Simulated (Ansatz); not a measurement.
**How the smearing shapes the phonons of YHg2 (P6/mmm)**

Wanted: frequencies of YHg2 (P6/mmm) solved wavevector by wavevector at several smearings. The first relaxation steps of the session are not shown, so no cell shown is the starting entry, unless a step says so.

Program: Ansatz 0.2.0. Level of theory: DFT PBEsol, scalar-relativistic, plane waves, PAW. Results are calculated unless marked as measured.

**1. The cell after earlier relaxation steps**

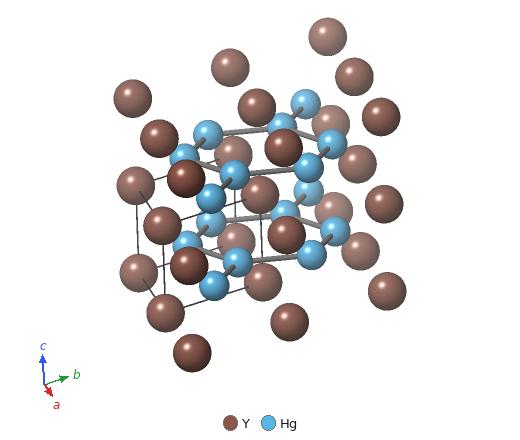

The starting structure, seen from a free direction (yttrium brown, mercury blue). 2×2×2 cells are drawn. Some periodic images of atoms are drawn too.

**2. Tight relaxation**

Residual forces and stress shift phonon frequencies, so the cell is relaxed again, with tight thresholds and the mesh and smearing of this input. Earlier relaxation steps are not shown.

The input, input.yaml:

```yaml
crystal:
  lattice:
    - [4.8384329169, 0.0, 0.0]
    - [-2.4192164585, 4.1902058206, 0.0]
    - [0.0, 0.0, 3.4061948948]
  atoms:
    - { symbol: "Y", position: [0.0, 0.0, 0.0] }
    - { symbol: Hg, position: [0.3333333333, 0.6666666667, 0.5] }
    - { symbol: Hg, position: [0.6666666667, 0.3333333333, 0.5] }
kpoints:
  mp_grid: { grid: [6, 6, 8] }
hamiltonian:
  xc: pbesol
scf:
  occupations: { method: methfessel_paxton, width: 0.2 }
output:
  forces: true
  stress: true
  eigenvalues: true
relax:
  adjacent_minimum: "off"
  f_tol: 0.001
  max_steps: 60
  cell: { stress_tol: 0.01 }
```

Command:

```console
$ ansatz run input.yaml --threads 4 --pin off --max-ram 8192MiB --backend cpu --events-out ev --progress --plain --runs-dir out
```

Numbers of over 12 decimals in the logs are rounded to 6 here.

Log:

```text
[the first part of the log is left out]
  E_paw        = -22370.947950  (= ΣΔE_a)
  E_vpaw       = -936.097746  (= ΣTr[D̂ρ^β])
  E_aug_tail   = 0.001778  (compensation charges beyond the density's cutoff)
  E_ewald      = -6464.289648
  E_core_change = 0.806075  (= ΣΔE_core)
  E_smearing   = 0.002379  (= −TS)
  E_closure    = -0.000000  (closes the sum)
  Σ components = -31132.734395   (vs F -31132.734395, Δ=0.00e0)
--- Forces (eV/Å), atoms counted from 1 ---
  atom   1  Y      0.00000000     0.00000000     0.00000000
  atom   2  Hg     0.00000000    -0.00000000     0.00000000
  atom   3  Hg    -0.00000000     0.00000000     0.00000000
  max |Σ_I F_I| component: 1.85e-17 eV/Å
--- Stress (GPa, compression-positive) ---
        0.001431       0.000000       0.000000
       -0.000000       0.001431       0.000000
        0.000000       0.000000       0.007952
  P = ⅓ Tr σ = 0.0036 GPa (0.036 kbar)
--- Band table (eV; the first three rows and the last of 35) ---
  k-point 0: bands = ["-100.2748", "-100.2686", "-48.6832", "-48.6832", "-48.6161", "-48.6045", "-48.6045", "-48.6020", "-27.7810", "-7.8195", "-7.8195", "-7.5312", "6.0555", "7.0753", "7.5040", "7.5040", "7.7720", "7.7720", "7.8535", "7.8535", "7.9004", "8.5197", "8.5197", "14.2395", "14.2395", "15.0405", "15.5218", "18.8241", "18.8241", "19.7468", "19.7468"]
  k-point 1: bands = ["-100.2748", "-100.2686", "-48.6831", "-48.6831", "-48.6174", "-48.6044", "-48.6044", "-48.6032", "-27.7748", "-7.8107", "-7.8107", "-7.6092", "6.2018", "7.2684", "7.4938", "7.4938", "7.6890", "7.6890", "7.8335", "7.8335", "8.0538", "8.4849", "8.4849", "14.5473", "14.5473", "15.3641", "15.6554", "17.9680", "17.9680", "18.9686", "20.7463"]
  k-point 2: bands = ["-100.2747", "-100.2686", "-48.6828", "-48.6828", "-48.6205", "-48.6062", "-48.6042", "-48.6042", "-27.7596", "-7.7927", "-7.7892", "-7.7892", "6.4847", "7.3866", "7.3866", "7.5905", "7.5905", "7.7834", "7.7834", "7.9446", "8.4029", "8.4029", "8.4431", "15.2737", "15.3877", "15.3877", "16.1013", "17.0344", "17.0344", "17.7787", "21.1309"]
  k-point 34: bands = ["-100.2716", "-100.2716", "-48.6897", "-48.6433", "-48.6433", "-48.6176", "-48.6176", "-48.5967", "-27.7377", "-8.0303", "-7.7720", "-7.7720", "6.7384", "6.9448", "7.1565", "7.1565", "7.6830", "7.6830", "8.4750", "8.6830", "8.6830", "9.2295", "11.1691", "11.1691", "14.4619", "14.4619", "14.8675", "18.1999", "18.6862", "18.6862", "19.2289"]
--- Relaxed structure (3 steps of the walk, 3 accepted, 1 SCFs on fresh bases) ---
  F+E_penalty+E_count = -31132.73439542 eV   max|allowed force component| = 1.110e-16 eV/Å   (the final SCF, on the basis selected at the relaxed cell)
  cell:  # Å, volume = 69.0572 Å³
    - [4.845719, 2.8911033785331137e-11, 0.0]
    - [-2.422860, 4.196516, 0.0]
    - [0.0, 0.0, 3.395954]
  atoms:
    - { symbol: Y, position: [0, 0, 0.0] }
    - { symbol: Hg, position: [0.333333, 0.666667, 0.5] }
    - { symbol: Hg, position: [0.666667, 0.333333, 0.5] }
```

Wall time 3.3 s (4 threads of Arm Neoverse V2, shared host); peak memory 0.41 GiB; 12 s of CPU time.

Relaxation path:

| step | energy less that of the first step (eV) | largest force component (eV/Å) | pressure (GPa) | volume (Å³) |
| --- | --- | --- | --- | --- |
| 1 | 0.0000 | 0.0000 | 0.10 | 69.06 |
| 2 | -0.0001 | 0.0000 | -0.09 | 69.15 |
| 3 | -0.0002 | 0.0000 | 0.00 | 69.06 |
| 4 | -0.0002 | 0.0000 | 0.00 | 69.06 |

The log counts 1 steps on a newly chosen plane-wave basis, not all of them marked here; energy and pressure can jump at such steps.

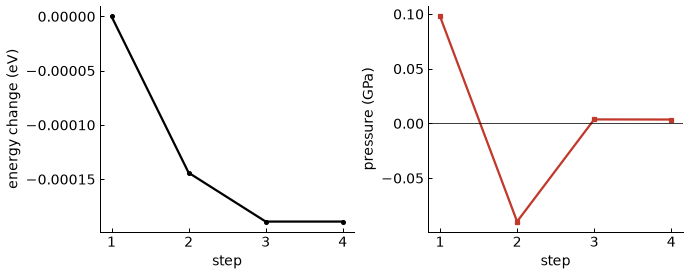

Energy and pressure along the relaxation.

| conventional cell, symmetrised | before | after | change |
| --- | --- | --- | --- |
| a (Å) | 4.838 | 4.846 | +0.2 % |
| b (Å) | 4.838 | 4.846 | +0.2 % |
| c (Å) | 3.406 | 3.396 | -0.3 % |
| volume (Å³/atom) | 23.02 | 23.02 | -0.0 % |

The relaxed structure:

```xyz
3
Lattice="4.8457 0.0000 0.0000 -2.4229 4.1965 0.0000 0.0000 0.0000 3.3960" Properties=species:S:1:pos:R:3 pbc="T T T"
Y     0.0000    0.0000    0.0000
Hg    0.0000    2.7977    1.6980
Hg    2.4229    1.3988    1.6980
```

Numbers from this step:

| Item | Value |
| --- | --- |
| pressure | 0.003605 GPa |
| volume per atom | 23.02 Å³ |
| metallic on mesh | yes |
| gap on the k-mesh | 0 eV |

The largest force is now zero by symmetry and the largest stress component 0.0080 GPa, small enough for phonons.

**3. Wavevectors along a line: Fermi–Dirac smearing of 0.1 eV**

Each wavevector is solved by itself, so no interpolation smooths a dip of the branch.

The input, input.yaml:

```yaml
crystal:
  lattice:
    - [4.8457194492, 0.0, 0.0]
    - [-2.4228597246, 4.1965161426, 0.0]
    - [0.0, 0.0, 3.3959542749]
  atoms:
    - { symbol: "Y", position: [0.0, 0.0, 0.0] }
    - { symbol: Hg, position: [0.3333333333, 0.6666666667, 0.5] }
    - { symbol: Hg, position: [0.6666666667, 0.3333333333, 0.5] }
kpoints:
  mp_grid: { grid: [9, 9, 12] }
hamiltonian:
  xc: pbesol
scf:
  occupations: { method: fermi_dirac, width: 0.1 }
output:
  eigenvalues: true
phonons:
  method: dfpt
  qpoints: [[0, 0, 0], [0.333333333, 0.0, 0.0]]
```

Log:

```text
The run solves and reports these wavevectors of phonons.qpoints, in the list's order, at another value: [0.333333333, 0.0, 0.0] as [0.333333, 0.0, 0.0].
[...]
Crystal: 3 atoms, lattice volume = 69.057 Å³
Basis set: ecut = 420 eV, 1325 PW (Γ), exchange–correlation on 72×72×48 points (8 copies of the dense FFT grid, shifted against one another)
Bands: 31, of which v1, the nominal top of the filled ones, is band 26 counted from 1 (25 counted from 0)
Symmetry: 24 space group operations
k-points: 84 of 972
[...]
SCF iter   1: F=—  HF=-31132.776608 eV  |F-HF|=—  |Δ(HF+E_count)|=         —  Δρ=3.57e-3  dr2=1.26e-2  ethr=1.77e-3  ⟨swp⟩=5.5  Hψ=9203  notcnv=0
[...]
SCF iter   9: F=-31132.774514 eV  HF=-31132.774514 eV  |F-HF|=1.09e-11  |Δ(HF+E_count)|=  1.46e-11  Δρ=4.26e-8  dr2=1.08e-12  ethr=1.00e-12  ⟨swp⟩=5.0  Hψ=10046  notcnv=0
SCF 1 converged in 9 iterations: F = -31132.774514 eV  dr2 = 1.08e-12
[...]
NSCF: frozen V_eff on 84 k-points
[...]
DFPT response loops at q = (0, 0, 0) (fractional): preconditioner auto → Kerker (q_TF=auto, 2.594 Å⁻¹) (partly filled bands, converged f_vac=0.000); β = 1.00, the filter's whole step (`scf.mixing.beta` (0.50) is not read by the response loops under this deck's `scf.mixing.preconditioner`; to damp them name `kerker` or `kerker_dos`, under which they read `scf.mixing.beta`, and type it under 1.00, their step now; both keys bind the ground state too); Broyden in place of MSR1
[...]
SCF converged after 9 iterations
Free energy (F): -31132.774514 eV
[...]
Internal energy: -31132.713799 eV  (E = F + TS)
E sigma→0 (E₀):  -31132.744156 eV
Entropy (-TS):   -0.060715 eV (-20.238 meV/atom)
Fermi energy:    15.300995 eV
[...]
--- Band table (eV; the first three rows and the last of 84) ---
  k-point 0: bands = [... 22 lower, 8.5120, 14.2444, 14.2444, 15.0478, 15.5155, 18.8420, 18.8420, 19.7464, ... 1 higher]
  k-point 1: bands = [... 22 lower, 8.4961, 14.3832, 14.3832, 15.2021, 15.5740, 18.3351, 18.3351, 19.7041, ... 1 higher]
  k-point 2: bands = [... 22 lower, 8.4531, 14.7810, 14.7810, 15.5423, 15.7584, 17.6380, 17.6380, 18.2859, ... 1 higher]
  k-point 83: bands = [... 22 lower, 11.1657, 11.1657, 14.4666, 14.4666, 14.8633, 18.2110, 18.6941, 18.6941, ... 1 higher]
--- Phonons (Γ-DFPT): 4 representative perturbations + reference (Σ response iterations 12) ---
  ASR residual: 1.531e-4 → 0.000e0 eV/Å²; symmetrization residual: 2.504e-6 eV/Å²
  ASR residual per site (eV/Å²): 1.53e-4 8.25e-5 8.25e-5
  Γ frequencies (cm⁻¹): 0.00 0.00 0.00 41.95 98.01 117.65 117.65 135.20 135.20
  non-analytic LO–TO correction: not included (Born effective charges unavailable; polar crystals: no LO–TO splitting at Γ)
--- Phonons (arbitrary-q DFPT): 2 explicit q-points ---
  q = [0, 0, 0] (of the zone-centre solve; hermiticity 6.53e-7, symmetrization 2.84e-12): -0.00 -0.00 0.00 41.95 98.01 117.65 117.65 135.20 135.20
  q = [0.333333, 0, 0] (4 solved perturbations in 1764 linear systems a pass and spin channel, the states on 567 of 972 k-point pairs; hermiticity 1.75e-6, symmetrization 2.65e-11): 35.40 40.20 40.35 78.07 88.01 96.39 96.44 134.66 150.60
  sum rule: each row above includes the acoustic sum rule's correction from the zone centre's row sums; it moved no ω² by more than (0.68 cm⁻¹)²
```

It took 1.8 min on 4 threads; peak memory 2.6 GiB.

Each wavevector solved by linear response. Frequency against |q| along the line; 7 of 8 lines:

```csv
|q| along the line (Å⁻¹),mode 1 (cm⁻¹),mode 2 (cm⁻¹),mode 3 (cm⁻¹),mode 4 (cm⁻¹),mode 5 (cm⁻¹),mode 6 = mode 7 (cm⁻¹),mode 8 (cm⁻¹)
0.000,0,0,0,42.0,98.0,118,135
0.499,35.4,40.2,40.4,78.1,88.0,96.4,135
```

**4. Wavevectors along a line: Fermi–Dirac smearing of 0.25 eV**

The smearing blurs the Fermi surface that screens the phonons; a Fermi–Dirac width is an electronic temperature.

input.yaml, as its differences from that of step 3:

```diff
@@ -14,3 +14,3 @@
 scf:
-  occupations: { method: fermi_dirac, width: 0.1 }
+  occupations: { method: fermi_dirac, width: 0.25 }
 output:
```

Wider smearing eases the sum over k-points of a metal but moves the result away from its zero-temperature value.

Log:

```text
band count auto-derived: 33 (N_el = 51.0; filled up to band 26; 31 by the electrons, moments and atoms)
[...]
Crystal: 3 atoms, lattice volume = 69.057 Å³
Basis set: ecut = 420 eV, 1325 PW (Γ), exchange–correlation on 72×72×48 points (8 copies of the dense FFT grid, shifted against one another)
Bands: 33, of which v1, the nominal top of the filled ones, is band 26 counted from 1 (25 counted from 0)
[... 1 set-up line as in the run before ...]
k-points: 84 of 972
[...]
SCF iter   1: F=—  HF=-31132.928346 eV  |F-HF|=—  |Δ(HF+E_count)|=         —  Δρ=3.22e-3  dr2=7.66e-3  ethr=1.77e-3  ⟨swp⟩=5.1  Hψ=9731  notcnv=0
[...]
SCF iter   9: F=-31132.927699 eV  HF=-31132.927699 eV  |F-HF|=3.64e-12  |Δ(HF+E_count)|=  3.64e-12  Δρ=4.08e-8  dr2=9.95e-13  ethr=1.00e-12  ⟨swp⟩=5.0  Hψ=10808  notcnv=0
SCF 1 converged in 9 iterations: F = -31132.927699 eV  dr2 = 9.95e-13
[...]
WARN: eigensolver did not converge (k=70): 1 band(s) unlocked after 20 sweeps at ethr=1.87e-12 eV (storage-precision floor; scheduled 1.00e-12 eV) (lowest unlocked band 32, counted from 0; max residual 3.16e-5 eV among the unlocked bands, 3.16e-5 eV over every band; other slots of this pass that fall short are told together in one closing line; warning suppressed until the next SCF loop or pass starts)
[...]
SCF converged after 9 iterations
Free energy (F): -31132.927699 eV
[...]
Internal energy: -31132.571670 eV  (E = F + TS)
E sigma→0 (E₀):  -31132.749685 eV
Entropy (-TS):   -0.356029 eV (-118.676 meV/atom)
Fermi energy:    15.279383 eV
[...]
--- Band table (eV; the first three rows and the last of 84) ---
  k-point 0: bands = [... 22 lower, 8.5029, 14.2487, 14.2487, 15.0748, 15.5054, 18.8737, 18.8737, 19.7482, ... 3 higher]
  k-point 1: bands = [... 22 lower, 8.4870, 14.3875, 14.3875, 15.2288, 15.5640, 18.3591, 18.3591, 19.7020, ... 3 higher]
  k-point 2: bands = [... 22 lower, 8.4440, 14.7855, 14.7855, 15.5663, 15.7485, 17.6593, 17.6593, 18.2869, ... 3 higher]
  k-point 83: bands = [... 22 lower, 11.1625, 11.1625, 14.4687, 14.4687, 14.8625, 18.2279, 18.7111, 18.7111, ... 3 higher]
[...]
ASR residual: 2.383e-3 → 0.000e0 eV/Å²; symmetrization residual: 1.165e-5 eV/Å²
  ASR residual per site (eV/Å²): 2.38e-3 3.53e-4 3.53e-4
  Γ frequencies (cm⁻¹): 0.00 0.00 0.00 38.49 96.49 116.27 116.27 134.59 134.59
[...]
--- Phonons (arbitrary-q DFPT): 2 explicit q-points ---
[...]
```

It took 1.9 min on 4 threads; peak memory 2.7 GiB.

Each wavevector solved by linear response. The frequency by |q| along the line; 7 of 9 lines:

```csv
|q| along the line (Å⁻¹),mode 1 (cm⁻¹),mode 2 (cm⁻¹),mode 3 (cm⁻¹),mode 4 (cm⁻¹),mode 5 (cm⁻¹),mode 6 (cm⁻¹),mode 7 (cm⁻¹)
0.000,0,0,0,38.5,96.5,116,116
0.499,35.0,38.1,39.8,77.2,88.9,96.1,96.3
```

Against step 3 (now smearing width 0.25 eV), the free energy moves by -51.1 meV an atom.

**5. Wavevectors along a line: Fermi–Dirac smearing of 0.04 eV**

The smearing blurs the Fermi surface that screens the phonons; a Fermi–Dirac width is an electronic temperature.

input.yaml, as its differences from that of step 4:

```diff
@@ -14,3 +14,3 @@
 scf:
-  occupations: { method: fermi_dirac, width: 0.25 }
+  occupations: { method: fermi_dirac, width: 0.04 }
 output:
```

Narrower smearing comes nearer the zero-temperature value but asks more of the mesh.

Log:

```text
[...]
Crystal: 3 atoms, lattice volume = 69.057 Å³
Basis set: ecut = 420 eV, 1325 PW (Γ), exchange–correlation on 72×72×48 points (8 copies of the dense FFT grid, shifted against one another)
Bands: 31, of which v1, the nominal top of the filled ones, is band 26 counted from 1 (25 counted from 0)
[... 1 set-up line as in the run before ...]
k-points: 84 of 972
[...]
SCF iter   1: F=—  HF=-31132.749920 eV  |F-HF|=—  |Δ(HF+E_count)|=         —  Δρ=3.56e-3  dr2=1.23e-2  ethr=1.77e-3  ⟨swp⟩=5.9  Hψ=9370  notcnv=0
[...]
SCF iter   9: F=-31132.747911 eV  HF=-31132.747911 eV  |F-HF|=7.28e-12  |Δ(HF+E_count)|=  2.18e-11  Δρ=3.93e-8  dr2=1.01e-12  ethr=1.00e-12  ⟨swp⟩=6.9  Hψ=9510  notcnv=0
SCF 1 converged in 9 iterations: F = -31132.747911 eV  dr2 = 1.01e-12
[...]
SCF converged after 9 iterations
Free energy (F): -31132.747911 eV
[...]
Internal energy: -31132.736547 eV  (E = F + TS)
E sigma→0 (E₀):  -31132.742229 eV
Entropy (-TS):   -0.011365 eV (-3.788 meV/atom)
Fermi energy:    15.323403 eV
[...]
--- Band table (eV; the first three rows and the last of 84) ---
  k-point 0: bands = [... 22 lower, 8.5116, 14.2435, 14.2435, 15.0502, 15.5152, 18.8418, 18.8418, 19.7469, ... 1 higher]
  k-point 1: bands = [... 22 lower, 8.4956, 14.3824, 14.3824, 15.2043, 15.5737, 18.3353, 18.3353, 19.7036, ... 1 higher]
  k-point 2: bands = [... 22 lower, 8.4526, 14.7801, 14.7801, 15.5439, 15.7580, 17.6384, 17.6384, 18.2859, ... 1 higher]
  k-point 83: bands = [... 22 lower, 11.1658, 11.1658, 14.4648, 14.4648, 14.8648, 18.2097, 18.6944, 18.6944, ... 1 higher]
[...]
ASR residual: 1.412e-4 → 0.000e0 eV/Å²; symmetrization residual: 7.852e-6 eV/Å²
  ASR residual per site (eV/Å²): 1.41e-4 5.75e-5 5.75e-5
  Γ frequencies (cm⁻¹): 0.00 0.00 0.00 42.35 97.81 118.89 118.89 134.58 134.58
[...]
--- Phonons (arbitrary-q DFPT): 2 explicit q-points ---
[...]
```

It took 1.8 min on 4 threads; peak memory 2.6 GiB; 7 min of CPU time.

Each wavevector solved by linear response. Table of frequency by |q| along the line; 7 of 9 lines:

| \|q\| along the line (Å⁻¹) | mode 1 (cm⁻¹) | mode 2 (cm⁻¹) | mode 3 (cm⁻¹) | mode 4 (cm⁻¹) | mode 5 (cm⁻¹) | mode 6 (cm⁻¹) | mode 7 (cm⁻¹) |
| --- | --- | --- | --- | --- | --- | --- | --- |
| 0.000 | 0 | 0 | 0 | 42.4 | 97.8 | 119 | 119 |
| 0.499 | 34.5 | 40.1 | 40.3 | 78.1 | 86.7 | 95.9 | 96.6 |

Against step 3 (now smearing width 0.04 eV), the free energy moves by +8.9 meV an atom.

**6. Phonons along a line: Methfessel–Paxton smearing of 0.2 eV**

Each wavevector is solved by itself, so no interpolation smooths a dip of the branch.

input.yaml, as its differences from that of step 5:

```diff
@@ -14,3 +14,3 @@
 scf:
-  occupations: { method: fermi_dirac, width: 0.04 }
+  occupations: { method: methfessel_paxton, width: 0.2 }
 output:
```

Log:

```text
[...]
Crystal: 3 atoms, lattice volume = 69.057 Å³
Basis set: ecut = 420 eV, 1325 PW (Γ), exchange–correlation on 72×72×48 points (8 copies of the dense FFT grid, shifted against one another)
Bands: 31, of which v1, the nominal top of the filled ones, is band 26 counted from 1 (25 counted from 0)
[... 1 set-up line as in the run before ...]
k-points: 84 of 972
[...]
SCF iter   1: F=—  HF=-31132.745748 eV  |F-HF|=—  |Δ(HF+E_count)|=         —  Δρ=3.61e-3  dr2=1.31e-2  ethr=1.77e-3  ⟨swp⟩=5.1  Hψ=8763  notcnv=0
[...]
SCF iter   9: F=-31132.743565 eV  HF=-31132.743565 eV  |F-HF|=1.09e-11  |Δ(HF+E_count)|=  1.09e-11  S|Δr|=    0.00e0  Δρ=4.29e-8  dr2=1.19e-12  ethr=1.00e-12  ⟨swp⟩=7.2  Hψ=10182  notcnv=0
SCF 1 converged in 9 iterations: F = -31132.743565 eV  dr2 = 1.19e-12
[...]
SCF converged after 9 iterations
Stability not checked: this state was not tested for a lower state beside it, because cold or Methfessel-Paxton smearing, or corrected tetrahedra, fill the levels in a way that the test cannot read (fill_not_monotonic; see scf.lower_state_search)
Free energy (F): -31132.743565 eV
[...]
Internal energy: -31132.741346 eV  (E = F + TS)
E sigma→0 (E₀):  -31132.743010 eV
Entropy (-TS):   -0.002218 eV (-0.739 meV/atom)
Fermi energy:    15.319998 eV
[...]
--- Band table (eV; the first three rows and the last of 84) ---
  k-point 0: bands = [... 22 lower, 8.5123, 14.2437, 14.2437, 15.0469, 15.5160, 18.8393, 18.8393, 19.7465, ... 1 higher]
  k-point 1: bands = [... 22 lower, 8.4964, 14.3825, 14.3825, 15.2011, 15.5745, 18.3332, 18.3332, 19.7039, ... 1 higher]
  k-point 2: bands = [... 22 lower, 8.4534, 14.7802, 14.7802, 15.5412, 15.7589, 17.6365, 17.6365, 18.2858, ... 1 higher]
  k-point 83: bands = [... 22 lower, 11.1659, 11.1659, 14.4655, 14.4655, 14.8641, 18.2090, 18.6928, 18.6928, ... 1 higher]
[...]
ASR residual: 5.925e-5 → 0.000e0 eV/Å²; symmetrization residual: 2.140e-6 eV/Å²
  ASR residual per site (eV/Å²): 5.41e-5 5.92e-5 5.92e-5
  Γ frequencies (cm⁻¹): 0.00 0.00 0.00 42.77 98.27 118.95 118.95 135.01 135.01
[...]
--- Phonons (arbitrary-q DFPT): 2 explicit q-points ---
[...]
```

The job ended after 1.8 min (4 threads; peak memory 2.6 GiB; 7 min of CPU time).

Each wavevector solved by linear response. Table of frequency by |q| along the line; 7 of 9 lines:

| \|q\| along the line (Å⁻¹) | mode 1 (cm⁻¹) | mode 2 (cm⁻¹) | mode 3 (cm⁻¹) | mode 4 (cm⁻¹) | mode 5 (cm⁻¹) | mode 6 (cm⁻¹) | mode 7 (cm⁻¹) |
| --- | --- | --- | --- | --- | --- | --- | --- |
| 0.000 | 0 | 0 | 0 | 42.8 | 98.3 | 119 | 119 |
| 0.499 | 34.8 | 40.3 | 40.6 | 78.2 | 87.3 | 96.3 | 96.7 |

Against step 3 (now occupations Methfessel-Paxton and smearing width 0.2 eV), the free energy moves by +10.3 meV an atom.

**7. Smearing and the soft branch**

Lowest frequency against |q| along the line:

```csv
|q| along the line (Å⁻¹),"fermi dirac 0.1 eV, k 9x9x12 (cm⁻¹)","fermi dirac 0.25 eV, k 9x9x12 (cm⁻¹)","fermi dirac 0.04 eV, k 9x9x12 (cm⁻¹)","methfessel paxton 0.2 eV, k 9x9x12 (cm⁻¹)"
0.000,0,0,0,0
0.499,35.4,35.0,34.5,34.8
```

**8. What came out**

```yaml
phonon_run_of_the_rows_without_a_label_of_their_own: PBEsol, k 9×9×12
lowest_branch_at_the_last_solved_point_fermi_dirac_0p1_ev: 35.4 cm⁻¹ at |q| = 0.499 Å⁻¹
lowest_branch_at_the_last_solved_point_fermi_dirac_0p25_ev: 35.0 cm⁻¹ at |q| = 0.499 Å⁻¹
lowest_branch_at_the_last_solved_point_fermi_dirac_0p04_ev: 34.5 cm⁻¹ at |q| = 0.499 Å⁻¹
lowest_branch_at_the_last_solved_point_methfessel_paxton_0p2_ev: 34.8 cm⁻¹ at |q| = 0.499 Å⁻¹
```

What this shows: No branch softens by more than 4 % of the top frequency as the smearing narrows, so no anomaly that hangs on the smearing shows at these points. The line holds 2 wavevectors, so a narrow dip between them would be missed. Between Fermi–Dirac 0.25 eV and Fermi–Dirac 0.04 eV the largest change, with modes counted by rank of frequency, is in mode 4 at |q| = 0 Å⁻¹, from 38.5 to 42.4 cm⁻¹. Where branches cross, a count by rank can hide a softening. At the narrowest width the k mesh may not resolve the Fermi surface, so part of the change can be mesh noise. Spin–orbit coupling, left out here, matters for Hg.

[Logs are printed without paths, hosts, clocks, repeated set-up lines and the standing remarks that a program may print on its own settings, such as how far it seeks lower states.]

[Hosts, paths, dates, database ids (printed as entryN), source tags and the programs' standing remarks are cut or masked in the printed files.]
